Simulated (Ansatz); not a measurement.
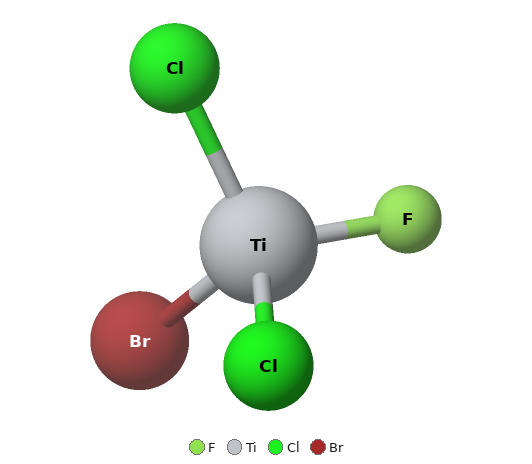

A molecule with one transition-metal atom. The species is neutral and a spin singlet. Computed geometry: PBE-D4/def2-SVP optimisation. No frequency run is at hand to confirm it as a minimum.

> What is the coordination number of the metal, and which atoms bind to it?

Ti binds 4 atoms: 1 F at 1.73 Å, 2 Cl at 2.18 Å, 1 Br at 2.34 Å. The arrangement is tetrahedral.

> Give the formal oxidation state and the d-electron count.

Ti(IV), d⁰, counting the ligands as closed-shell ions or neutral donors.
